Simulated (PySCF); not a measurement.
**C₃H₉NSi₃: density, localisation and related maps**

```csv
atom,x (Å),y (Å),z (Å)
C,2.0899,-1.2756,-0.8826
C,1.3049,-0.5188,-0.1161
C,1.8061,0.0611,1.0608
N,2.1507,0.5652,2.0339
Si,-0.5298,-0.1251,-0.4810
Si,-0.6784,2.1713,-0.8328
Si,-1.7855,-1.0717,1.2346
H,3.1232,-1.4757,-0.6411
H,1.7112,-1.7241,-1.7860
H,-0.7255,-0.8658,-1.7479
H,-2.0486,2.5236,-1.2159
H,-0.3525,2.9175,0.3822
H,0.2016,2.6608,-1.8976
H,-3.2131,-0.8886,0.9593
H,-1.4974,-0.4346,2.5188
H,-1.5644,-2.5106,1.3999
```

Geometry: GFN2-xTB.

Level of theory: PySCF, PBE0/pcSseg-1, SCF density, gas phase, non-relativistic.

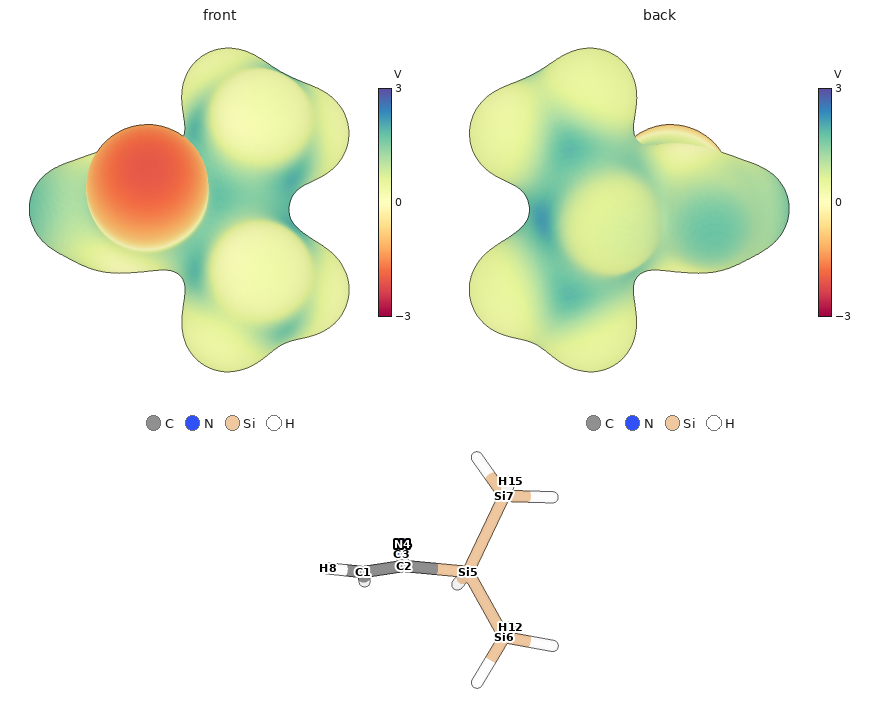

Figure 1. The molecular electrostatic potential painted on the density surface at 0.004 e/bohr³, seen from the front and from behind; red is negative and blue positive. The bare structure is drawn below in the same view.

Question: Which sites attract a positive test charge, and which a negative one?

Answer: A positive charge is drawn to the negative regions and a negative charge to the positive ones. The most negative region (about −2.0 V, or −46 kcal/mol for a unit charge) lies over N4, the most positive (about +2.0 V, or +46 kcal/mol for a unit charge) over Si5. N4 is the likeliest acceptor of a hydrogen bond.

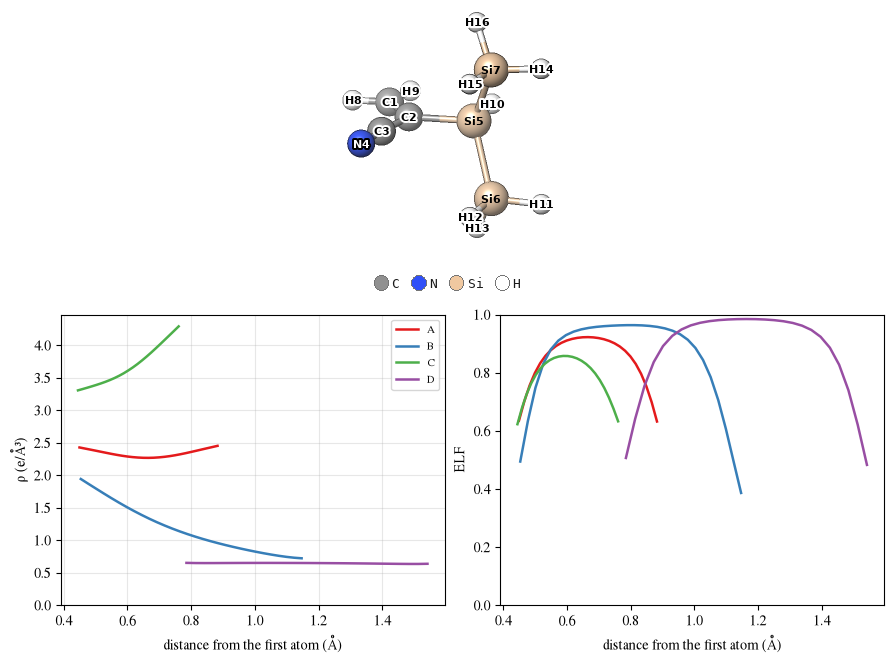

Figure 2. Electron density and ELF along straight lines between neighbouring atoms. The curves leave out the atomic cores. The structure is drawn too.

Question: Which curve belongs to which contact (C–C, C–N, C–Si and Si–Si)? The first atom named is at distance zero.

Answer: Curve A: C–C (1.33 Å): ρ is about 2.3 e/Å³ halfway; the ELF peaks at about 0.90 between the atoms; a short, multiple covalent bond. Curve B: C–Si (1.91 Å): ρ is about 0.87 e/Å³ halfway; the ELF peaks at about 0.95 between the atoms; localised, covalent bonding. Curve C: C–N (1.15 Å): ρ at the midpoint is about 3.5 e/Å³; the ELF peaks at about 0.85 between the atoms (a multiple bond). Curve D: Si–Si (2.33 Å): ρ is about 0.65 e/Å³ halfway; the ELF peaks at about 1 between the atoms (a covalent bond).
